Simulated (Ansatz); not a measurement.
The reference is BaTiO₃ (space group P4mm, No. 99; a = 3.972 Å, c = 4.113 Å).

The change: the cell is scaled by 1.0388 in all directions; the atoms relax in the strained cell.

The values are results of r2SCAN (Ansatz, a program for electronic structure; PAW; 500 eV plane waves; no spin-orbit coupling), not measurements.

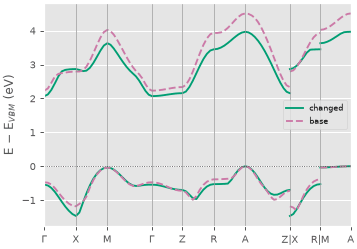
*Highest valence and lowest conduction band along the path, each from its own valence-band maximum*

### Question
From the figure, how large is the changed gap, and is it direct?

### Answer
About 2.1 eV, indirect, A → Γ.

Stability against distortions was not tested. All final runs are without spin polarisation.
